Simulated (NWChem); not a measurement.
# the pair CH2F2O···CCl2, step by step

Wanted: the energy (singlet C2H2Cl2F2O, wB97X-D3/def2-SVP), then a single-point energy (singlet CH2F2O, wB97X-D3/def2-SVP), then a single-point energy (singlet CCl2, wB97X-D3/def2-SVP), then the energy (singlet CH2F2O, wB97X-D3/def2-SVP), then the energy (singlet CCl2, wB97X-D3/def2-SVP) of C2H2Cl2F2O and its partners. 

Program for the calculation: NWChem 7.3.0.

**1. The molecule**

C2H2Cl2F2O has 9 atoms, charge 0, and is taken as a singlet. The two molecules were placed rigidly side by side, at 0.8 times their contact distance; the pair isn't optimised.

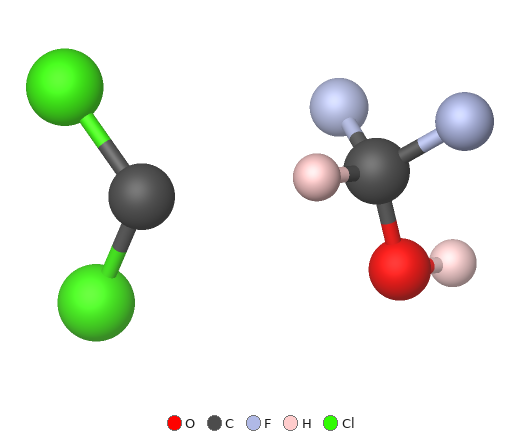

Viewed from a chosen angle; oxygen red, carbon dark grey, fluorine light blue, hydrogen pink, chlorine green.

**2. The energy at wB97X-D3/def2-SVP (run 1)**

struct.nw

```
start struct
title "C2H2Cl2F2O"
memory 2200 mb
charge 0

geometry units angstroms noautosym nocenter noautoz
   O        0.088120       0.996270      -0.430800
   C        0.053620      -0.127130       0.309900
   F        0.869320      -1.081830      -0.200500
   F       -1.186680      -0.673630       0.322800
   H       -0.183580       0.783570      -1.332600
   H        0.359220       0.102770       1.331200
   Cl       3.603130      -1.152190       1.992190
   C        2.688870       0.237920       1.606490
   Cl       3.698630       1.394160       0.857710
end

basis spherical bse
   * library def2-SVP
end

dft
   xc wb97x-d3
   grid fine
   convergence energy 1e-08
   iterations 100
   mulliken
   print low
end

task dft
```

On the command line:

```sh
$ nwchem struct.nw > struct.out
```

Log:

```text
[...]
 d= 0,ls=0.0,diis     1  -1271.7539483585 -1.70D+03  1.24D-02  1.79D+00     5.3
[...]
 d= 0,ls=0.0,diis    11  -1271.9596552275 -8.58D-09  2.45D-07  6.18D-10    62.2
         Total DFT energy =    -1271.959655227541
      One electron energy =    -2612.002098727476
           Coulomb energy =     1007.524961220636
    Exchange-Corr. energy =      -97.454314282376
 Nuclear repulsion energy =      429.974249818852
    Dispersion correction =       -0.002453257177
[...]
      Total Density - Mulliken Population Analysis
     ---------------------------------------------
    Atom       Charge   Shell Charges
 -----------   ------   -------------------------------------------------------
    1 O    8     8.26   1.99  1.07  0.63  2.90  1.65  0.01
    2 C    6     5.51   1.99  0.92  0.06  1.91  0.47  0.16
    3 F    9     9.24   1.99  1.13  0.78  3.35  1.98  0.01
    4 F    9     9.24   1.99  1.13  0.78  3.35  1.98  0.01
    5 H    1     0.81   0.68  0.06  0.07
    6 H    1     0.94   0.76  0.16  0.02
    7 Cl  17    17.00   2.00  1.99  1.27  0.69  5.93  2.17  2.93  0.04
    8 C    6     6.00   1.99  1.16  0.55  1.56  0.68  0.06
    9 Cl  17    17.00   2.00  1.99  1.27  0.69  5.93  2.17  2.93  0.04
[...]
```

It took 63 s on 1 thread of AMD EPYC 9R14 (Zen 4), shared host; peak memory 0.13 GiB.

**3. CH2F2O: a single-point energy at wB97X-D3/def2-SVP (run 2)**

struct.nw

```
start struct
title "CH2F2O"
memory 2200 mb
charge 0

geometry noautosym nocenter noautoz
   O      0.088120     0.996270    -0.430800
   C      0.053620    -0.127130     0.309900
   F      0.869320    -1.081830    -0.200500
   F     -1.186680    -0.673630     0.322800
   H     -0.183580     0.783570    -1.332600
   H      0.359220     0.102770     1.331200
end

basis "ao basis" spherical bse
   * library def2-SVP
end

dft
   xc wb97x-d3
   grid fine
   convergence energy 1e-08
   maxiter 100
   mulliken
   print low
end

task dft energy
```

On the command line:

```sh
$ nwchem struct.nw > struct.out
```

Log:

```text
[...]
 d= 0,ls=0.0,diis     1   -313.7760900163 -4.49D+02  1.56D-02  1.20D+00     1.6
[...]
 d= 0,ls=0.0,diis    10   -313.9041584910 -1.51D-09  7.08D-07  1.19D-09    14.5
         Total DFT energy =     -313.904158491012
      One electron energy =     -702.493954303247
           Coulomb energy =      289.246190408400
    Exchange-Corr. energy =      -35.644240286122
 Nuclear repulsion energy =      134.988364204461
    Dispersion correction =       -0.000518514504
[...]
      Total Density - Mulliken Population Analysis
     ---------------------------------------------
    Atom       Charge   Shell Charges
 -----------   ------   -------------------------------------------------------
    1 O    8     8.25   1.99  1.08  0.62  2.90  1.65  0.01
    2 C    6     5.51   1.99  0.92  0.06  1.91  0.47  0.17
    3 F    9     9.23   1.99  1.13  0.78  3.35  1.97  0.01
    4 F    9     9.23   1.99  1.13  0.78  3.35  1.97  0.01
    5 H    1     0.81   0.68  0.06  0.07
    6 H    1     0.97   0.77  0.18  0.02
[...]
```

Run time: 15 s. Hardware: 1 thread of AMD EPYC 9R14 (Zen 4), shared host; peak memory 0.12 GiB.

**4. CCl2: the energy at wB97X-D3/def2-SVP (run 3)**

ccl2.nw

```
start ccl2
title "CCl2"
memory total 2200 mb
charge 0

geometry noautosym nocenter noautoz
 Cl       3.603130      -1.152190       1.992190
 C        2.688870       0.237920       1.606490
 Cl       3.698630       1.394160       0.857710
end

basis spherical bse
 * library def2-SVP
end

dft
 xc wb97x-d3
 grid fine
 convergence energy 1e-08
 iterations 100
 mulliken
 print low
end

task dft energy
```

On the command line:

```sh
$ nwchem ccl2.nw > ccl2.out
```

Log:

```text
[...]
 d= 0,ls=0.0,diis     1   -957.9742180776 -1.08D+03  1.86D-02  5.97D-01     0.8
[...]
 d= 0,ls=0.0,diis    10   -958.0522221656 -8.73D-09  2.87D-06  1.99D-09     6.9
         Total DFT energy =     -958.052222165630
      One electron energy =    -1555.335741793120
           Coulomb energy =      541.048836923425
    Exchange-Corr. energy =      -61.799411963564
 Nuclear repulsion energy =      118.034147455745
    Dispersion correction =       -0.000052788117
[...]
      Total Density - Mulliken Population Analysis
     ---------------------------------------------
    Atom       Charge   Shell Charges
 -----------   ------   -------------------------------------------------------
    1 Cl  17    17.02   2.00  1.99  1.27  0.69  5.93  2.17  2.94  0.04
    2 C    6     5.97   1.99  1.16  0.58  1.55  0.63  0.06
    3 Cl  17    17.02   2.00  1.99  1.27  0.69  5.93  2.17  2.94  0.04
[...]
```

It took 7.5 s on 1 thread of AMD EPYC 9R14 (Zen 4), shared host; peak memory 0.12 GiB.

**5. CH2F2O among ghost functions: a single-point energy at wB97X-D3/def2-SVP (with ghost functions) (run 4)**

ch2f2o.nw

```
start ch2f2o
title "CH2F2O"
memory stack 880 mb heap 220 mb global 1100 mb
geometry units angstrom noautosym nocenter noautoz
  O     0.088120    0.996270   -0.430800
  C     0.053620   -0.127130    0.309900
  F     0.869320   -1.081830   -0.200500
  F    -1.186680   -0.673630    0.322800
  H    -0.183580    0.783570   -1.332600
  H     0.359220    0.102770    1.331200
  bqCl     3.603130    -1.152190     1.992190
  bqC      2.688870     0.237920     1.606490
  bqCl     3.698630     1.394160     0.857710
end
basis "ao basis" spherical bse
  O library def2-SVP
  C library def2-SVP
  F library def2-SVP
  H library def2-SVP
  bqCl library Cl def2-SVP
  bqC library C def2-SVP
end
dft
  xc wb97x-d3
  grid fine
  convergence energy 1e-08
  maxiter 100
  mulliken
  print low
end
task dft energy
```

On the command line:

```sh
$ nwchem ch2f2o.nw > ch2f2o.out
```

Log:

```text
[...]
 d= 0,ls=0.0,diis     1   -313.7775000278 -4.49D+02  8.93D-03  1.20D+00     4.3
[...]
 d= 0,ls=0.0,diis    10   -313.9056908739 -1.57D-09  4.15D-07  1.23D-09    50.3
         Total DFT energy =     -313.905690873923
      One electron energy =     -702.459252910161
           Coulomb energy =      289.205748077083
    Exchange-Corr. energy =      -35.640031730802
 Nuclear repulsion energy =      134.988364204461
    Dispersion correction =       -0.000518514504
[...]
      Total Density - Mulliken Population Analysis
     ---------------------------------------------
    Atom       Charge   Shell Charges
 -----------   ------   -------------------------------------------------------
    1 O    8     8.26   1.99  1.07  0.63  2.90  1.65  0.01
    2 C    6     5.50   1.99  0.92  0.05  1.91  0.47  0.17
    3 F    9     9.23   1.99  1.13  0.78  3.35  1.97  0.01
    4 F    9     9.23   1.99  1.13  0.78  3.35  1.97  0.01
    5 H    1     0.81   0.68  0.06  0.07
    6 H    1     0.96   0.77  0.17  0.02
    7 X    0    -0.00   0.00  0.00 -0.00 -0.00  0.00 -0.00 -0.00 -0.00
    8 X    0     0.01   0.00 -0.00  0.01 -0.00  0.01  0.00
    9 X    0    -0.00   0.00  0.00 -0.00 -0.00 -0.00 -0.00 -0.00 -0.00
[...]
```

Wall time 51 s (1 thread of AMD EPYC 9R14 (Zen 4), shared host); peak memory 0.13 GiB.

**6. CCl2 among ghost functions: a single-point energy at wB97X-D3/def2-SVP (with ghost functions) (run 5)**

ccl2.nw

```
echo
start ccl2
title "CCl2 energy"
memory stack 880 mb heap 220 mb global 1100 mb
charge 0
geometry units angstrom noautosym nocenter noautoz
 Cl       3.603130      -1.152190       1.992190
 C        2.688870       0.237920       1.606490
 Cl       3.698630       1.394160       0.857710
 bqO      0.088120     0.996270    -0.430800
 bqC      0.053620    -0.127130     0.309900
 bqF      0.869320    -1.081830    -0.200500
 bqF     -1.186680    -0.673630     0.322800
 bqH     -0.183580     0.783570    -1.332600
 bqH      0.359220     0.102770     1.331200
end
basis "ao basis" spherical bse
 Cl library def2-SVP
 C library def2-SVP
 bqO library O def2-SVP
 bqC library C def2-SVP
 bqF library F def2-SVP
 bqH library H def2-SVP
end
dft
 xc wb97x-d3
 grid fine
 convergence energy 1e-08
 iterations 100
 mulliken
 noprint "final vectors analysis"
end
task dft energy
```

On the command line:

```sh
$ nwchem ccl2.nw > ccl2.out
```

Log:

```text
[...]
          Wavefunction type:  closed shell.
          No. of atoms     :     9
          No. of electrons :    40
[...]
          Charge           :     0
          Spin multiplicity:     1
[...]
          AO basis - number of functions:   116
[...]
              XC Information
              --------------
                    wb97x-d3  Method XC Functional
                     Hartree-Fock (Exact) Exchange  1.000
                      wb97x-d3 Exchange Functional  1.000
                   wb97x-d3 Correlation Functional  1.000
[...]
 d= 0,ls=0.0,diis     1   -957.9744942812 -1.08D+03  8.15D-03  6.01D-01     4.0
[...]
 d= 0,ls=0.0,diis    10   -958.0530042870 -9.12D-09  1.29D-06  2.09D-09    47.3
         Total DFT energy =     -958.053004286963
      One electron energy =    -1555.313300706333
           Coulomb energy =      541.023095524534
    Exchange-Corr. energy =      -61.796893772792
 Nuclear repulsion energy =      118.034147455745
    Dispersion correction =       -0.000052788117
[...]
      Total Density - Mulliken Population Analysis
     ---------------------------------------------
    Atom       Charge   Shell Charges
 -----------   ------   -------------------------------------------------------
    1 Cl  17    17.01   2.00  1.99  1.27  0.69  5.93  2.17  2.94  0.04
    2 C    6     5.97   1.99  1.17  0.57  1.55  0.64  0.06
    3 Cl  17    17.01   2.00  1.99  1.27  0.69  5.93  2.17  2.94  0.04
    4 X    0     0.00   0.00 -0.00  0.00 -0.00  0.00  0.00
    5 X    0    -0.00  -0.00  0.00  0.00  0.00 -0.00 -0.00
    6 X    0     0.00   0.00 -0.00  0.00 -0.00  0.00 -0.00
    7 X    0    -0.00  -0.00  0.00 -0.00  0.00 -0.00 -0.00
    8 X    0     0.00   0.00  0.00 -0.00
    9 X    0     0.01  -0.00  0.01 -0.00
[...]
```

It took 48 s on 1 thread of AMD EPYC 9R14 (Zen 4), shared host; peak memory 0.13 GiB.

**7. Outcome**

| quantity | value |
| --- | --- |
| run 1, wB97X-D3/def2-SVP: total energy | -1271.95966 Eh |
| run 1, wB97X-D3/def2-SVP: dispersion energy | -6.44 kJ/mol |
| CH2F2O: total energy | -313.90416 Eh |
| CH2F2O: dispersion energy | -1.36 kJ/mol |
| CCl2: total energy | -958.05222 Eh |
| CCl2: dispersion energy | -0.14 kJ/mol |
| CH2F2O among ghost functions: total energy | -313.90569 Eh |
| CH2F2O among ghost functions: dispersion energy | -1.36 kJ/mol |
| CCl2 among ghost functions: total energy | -958.05300 Eh |
| CCl2 among ghost functions: dipole moment | 1.43 D |
| CCl2 among ghost functions: dispersion energy | -0.14 kJ/mol |
| interaction energy of the rigid parts CH2F2O and CCl2 (parts in their own basis; closest atoms 2.35 Å apart) | -0.089 eV |
| interaction energy of the rigid parts CH2F2O and CCl2 (parts in the whole basis, counterpoise; closest atoms 2.35 Å apart) | -0.026 eV |

What this shows: The interaction energy of the rigid parts CH2F2O and CCl2 (parts in their own basis; closest atoms 2.35 Å apart) is −0.09 eV (−2.1 kcal/mol): the parts attract. Without counterpoise this holds the superposition error of the basis. The interaction energy of the rigid parts CH2F2O and CCl2 (parts in the whole basis, counterpoise; closest atoms 2.35 Å apart) is −0.03 eV (−0.6 kcal/mol): the parts attract. The basis-set superposition error is 6.1 kJ/mol. Mulliken charges (run 1, wB97X-D3/def2-SVP) run from -0.26 on O1 to +0.49 on C2.
